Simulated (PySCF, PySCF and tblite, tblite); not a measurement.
# C₂H₆F₄Si₂: conformers and averaged spectra

Aim: find the conformers of C₂H₆F₄Si₂ (`C[Si](C)(F)[Si](F)(F)F`), weigh them, and average their properties.

Programs: PySCF 2.14.0 with density-fitted response routines of our own, and tblite 0.8.0. All values are computed, except where a source is named. Atoms count from 0 throughout.

## 1. The molecule as given

14 atoms, charge 0, multiplicity 1; geometry from: MMFF94s geometry.

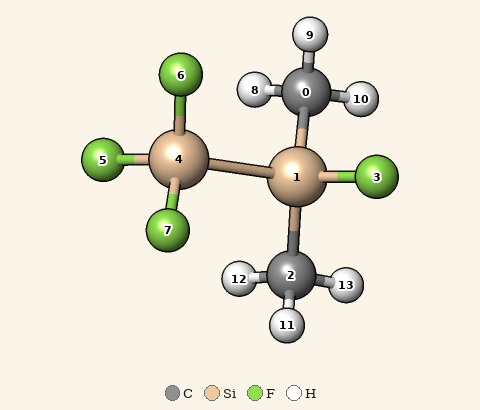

The starting geometry (carbon grey, silicon light orange, fluorine green, hydrogen white), atoms numbered.

## 2. GFN2-xTB relaxation, conformer 1

Job settings and geometry (Å):

```
{"job": {"xc": "GFN2-xTB", "basis": "xTB", "kind": "relax"}, "charge": 0, "multiplicity": 1}
C      0.007600     1.791900    -0.413400
Si    -0.034300    -0.048600    -0.581900
C     -1.669700    -0.755900    -0.087600
F      0.211100    -0.400400    -2.131200
Si     1.603500    -0.956200     0.821900
F      1.284000    -0.554900     2.335500
F      3.056600    -0.383000     0.429000
F      1.633100    -2.550600     0.711000
H     -0.188200     2.105900     0.619200
H      0.963800     2.203100    -0.710100
H     -0.769500     2.249500    -1.049300
H     -1.700400    -1.843900    -0.202000
H     -1.928600    -0.516000     0.959800
H     -2.469700    -0.341300    -0.723000
```

Launch:

```console
> OMP_NUM_THREADS=1 python ens_run.py task.json out
```

This one command runs the whole study; its stages follow in the order run.

Standard output:

```text
step      E/eV     max force
  0    -815.36915    1.739
  1    -815.48266    0.759
  2    -815.52457    0.597
  3    -815.54786    0.676
  4    -815.57212    0.638
  5    -815.58656    0.345
  6    -815.59812    0.272
  7    -815.60501    0.228
  8    -815.61080    0.299
  9    -815.61535    0.243
 10    -815.61884    0.156
 11    -815.62092    0.146
 12    -815.62222    0.100
 13    -815.62321    0.104
 14    -815.62406    0.076
 15    -815.62486    0.077
 16    -815.62579    0.085
 17    -815.62687    0.087
 18    -815.62775    0.074
 19    -815.62825    0.061
 20    -815.62857    0.057
 21    -815.62895    0.053
 22    -815.62938    0.047
 23    -815.62971    0.039
 24    -815.62971    0.039
 25    -815.62983    0.036
 26    -815.63003    0.035
 27    -815.63014    0.036
 28    -815.63034    0.042
 29    -815.63048    0.035
 30    -815.63060    0.028
 31    -815.63072    0.030
 32    -815.63089    0.049
 33    -815.63108    0.060
 34    -815.63125    0.042
 35    -815.63135    0.021
 36    -815.63142    0.020
 37    -815.63152    0.043
 38    -815.63163    0.053
 39    -815.63173    0.040
 40    -815.63180    0.020
 41    -815.63185    0.021
 42    -815.63191    0.029
 43    -815.63197    0.029
 44    -815.63202    0.016
 45    -815.63205    0.011
 46    -815.63207    0.011
 47    -815.63209    0.013
 48    -815.63211    0.008
 49    -815.63212    0.007
 50    -815.63213    0.008
 51    -815.63213    0.006
 52    -815.63214    0.003
```

It took 0.61 s on 1 thread of Arm Neoverse N1, shared host.

Relaxing gained 0.263 eV and moved the atoms by 0.10 Å on average (rms).

## 3. Shieldings, conformer 1: B3LYP/pcSseg-1 in acetonitrile

Job settings and geometry (Å):

```
{"job": {"xc": "B3LYP", "basis": "pcSseg-1", "solvent": "acetonitrile", "kind": "nmr", "pop": true}, "charge": 0, "multiplicity": 1}
C     -0.016064     1.863230    -0.425670
Si    -0.045652    -0.033205    -0.499562
C     -1.748177    -0.767501    -0.093392
F      0.255874    -0.427208    -2.047264
Si     1.608971    -0.963190     0.757556
F      1.423253    -0.646153     2.308599
F      3.106656    -0.489535     0.503124
F      1.754145    -2.547820     0.761899
H     -0.191563     2.233195     0.580167
H      0.943248     2.254905    -0.755578
H     -0.779353     2.289683    -1.071022
H     -1.755960    -1.845503    -0.236125
H     -2.040110    -0.571753     0.934149
H     -2.515946    -0.349617    -0.739048
```

Standard output:

```text
coarse grid: 13488 points
cycle   1  E = -1058.1741366657  dE =  6.636e-01  |g| = 1.154e+00  |ddm| = 3.403e+00
cycle   2  E = -1057.8788206643  dE =  2.953e-01  |g| = 1.820e+00  |ddm| = 1.913e+00
cycle   3  E = -1058.3956062988  dE = -5.168e-01  |g| = 1.015e-01  |ddm| = 1.214e+00
cycle   4  E = -1058.3974929505  dE = -1.887e-03  |g| = 4.390e-02  |ddm| = 1.031e-01
cycle   5  E = -1058.3979048420  dE = -4.119e-04  |g| = 8.863e-03  |ddm| = 3.374e-02
cycle   6  E = -1058.3979153179  dE = -1.048e-05  |g| = 2.675e-03  |ddm| = 6.599e-03
cycle   7  E = -1058.3979164566  dE = -1.139e-06  |g| = 1.822e-04  |ddm| = 2.036e-03
final grid: 124920 points
cycle   8  E = -1058.4599176428  dE = -2.793e-05  |g| = 5.633e-03  |ddm| = 1.488e-02
cycle   9  E = -1058.4599130946  dE =  4.548e-06  |g| = 7.334e-03  |ddm| = 9.246e-03
cycle  10  E = -1058.4599247618  dE = -1.167e-05  |g| = 6.733e-04  |ddm| = 5.292e-03
cycle  11  E = -1058.4599248148  dE = -5.300e-08  |g| = 2.093e-04  |ddm| = 5.325e-04
cycle  12  E = -1058.4599248214  dE = -6.614e-09  |g| = 3.909e-05  |ddm| = 1.612e-04
cycle  13  E = -1058.4599248216  dE = -2.228e-10  |g| = 1.278e-05  |ddm| = 4.073e-05
converged SCF energy = -1058.4599248216

GIAO shielding tensors (ppm)
atom      isotropic    diamagn.    paramagn.     s11        s22        s33       span
  0 C      180.101     255.068     -74.967    165.484    183.947    190.873     25.389
  1 Si     304.297     880.121    -575.824    230.813    322.845    359.233    128.419
  2 C      180.112     255.077     -74.965    165.499    183.960    190.877     25.378
  3 F      380.893     471.084     -90.192    358.765    387.687    396.226     37.461
  4 Si     392.944     876.133    -483.189    353.070    379.643    446.119     93.049
  5 F      305.208     471.807    -166.599    236.586    287.877    391.160    154.574
  6 F      309.470     470.084    -160.614    247.206    282.420    398.786    151.580
  7 F      309.477     470.081    -160.605    247.233    282.417    398.781    151.548
  8 H       31.581      31.995      -0.414     27.762     28.830     38.150     10.388
  9 H       31.008      30.784       0.223     26.724     28.796     37.503     10.779
 10 H       30.967      30.475       0.493     26.814     28.557     37.530     10.716
 11 H       31.008      30.785       0.223     26.722     28.796     37.504     10.782
 12 H       31.582      31.995      -0.413     27.763     28.830     38.152     10.388
 13 H       30.966      30.472       0.494     26.814     28.555     37.530     10.716
```

Wall time 48 s (1 thread of Arm Neoverse N1, shared host).

In short: HOMO -8.81 eV, LUMO -0.78 eV; dipole 4.36 D.

## 4. Boltzmann average: properties at B3LYP/pcSseg-1 in acetonitrile

Job settings and geometry (Å):

```
{"job": {"study": "conf", "smiles": "C[Si](C)(F)[Si](F)(F)F", "search": {"seed": 8070, "n_embed": 60, "ff_keep": 14, "window": 3.0, "nmax": 10, "temps": [220, 260, 298.15, 340, 380], "t_ref": 298.15, "order": 0.0005}, "level": {"nmr": {"xc": "B3LYP", "basis": "pcSseg-1", "solvent": "acetonitrile"}}, "kind": "conf"}, "charge": 0, "multiplicity": 1}
C     -0.016064     1.863230    -0.425670
Si    -0.045652    -0.033205    -0.499562
C     -1.748177    -0.767501    -0.093392
F      0.255874    -0.427208    -2.047264
Si     1.608971    -0.963190     0.757556
F      1.423253    -0.646153     2.308599
F      3.106656    -0.489535     0.503124
F      1.754145    -2.547820     0.761899
H     -0.191563     2.233195     0.580167
H      0.943248     2.254905    -0.755578
H     -0.779353     2.289683    -1.071022
H     -1.755960    -1.845503    -0.236125
H     -2.040110    -0.571753     0.934149
H     -2.515946    -0.349617    -0.739048
```

Standard output:

```text
conformer  sym    E(xTB)   E(DFT)   G(298.15 K)  weight  dipole/D
    1     Cs      0.000    0.000    0.000   1.0000    4.357

mean shielding (ppm) by class
class atoms           220 K      260 K   298.15 K      340 K      380 K
  0 C  0,2          180.107    180.107    180.107    180.107    180.107
  1 Si 1            304.297    304.297    304.297    304.297    304.297
  2 F  3            380.893    380.893    380.893    380.893    380.893
  3 Si 4            392.944    392.944    392.944    392.944    392.944
  4 F  5,6,7        308.052    308.052    308.052    308.052    308.052
  5 H  8,9,10        31.185     31.185     31.185     31.185     31.185
```

Wall time 50 s (1 thread of Arm Neoverse N1, shared host). This counts the runs that the step sums up.

The search (ETKDG, MMFF94s, GFN2-xTB) embedded 60 structures, kept 1 distinct ones after the force field and 1 after xTB; 1 was carried on (window 3.0 kcal/mol at the search's own energies). Energies: B3LYP/pcSseg-1 in acetonitrile with D3(BJ).

Conformer by conformer (298 K):

```csv
no.,group,mirror pair,ΔE xTB,ΔE DFT,ΔG,weight (%),μ (D),"A, B, C (GHz)"
1,Cs,no,0.00,0.00,0.00,100.0,4.36,"1.89, 0.92, 0.90"
```

Energies in kcal/mol. ΔG holds xTB vibrations and rotation, symmetry numbers and mirror pairs.

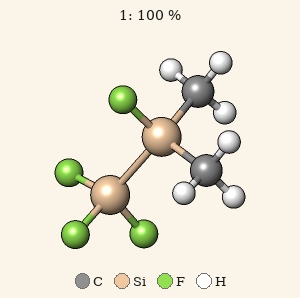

The one conformer.

Shifts against references run at the same level ($^{1}$H TMS 31.81, $^{13}$C TMS 182.8, $^{29}$Si TMS 334.2 ppm of shielding), by class of atoms, at 298 K:

```
                 atoms                               environment    average
                C0, C2                methyl carbon bonded to Si        2.7
H8, H9, H10 and 3 more  hydrogen on a methyl carbon bonded to Si       0.62
                   Si1              silicon bonded to 2 C, F, Si       29.9
                   Si4                 silicon bonded to 3 F, Si      -58.7
            F5, F6, F7                     fluorine bonded to Si  308.1 (σ)
                    F3                     fluorine bonded to Si  380.9 (σ)
```

## 5. Summary of results

| quantity | value |
| --- | --- |
| conformers | 1; the first in weight is no. 1 (Cs), 100 % at 298 K |
| root-mean-square dipole | 4.36 D |
| averaged $^{13}$C shifts (B3LYP/pcSseg-1 in acetonitrile) | 2.7 ppm |
| averaged $^{1}$H shifts (B3LYP/pcSseg-1 in acetonitrile) | 0.62 ppm |
| averaged $^{29}$Si shifts (B3LYP/pcSseg-1 in acetonitrile) | 29.9, -58.7 ppm |

In words: The search found one conformer in the window, so the averages are its own values.
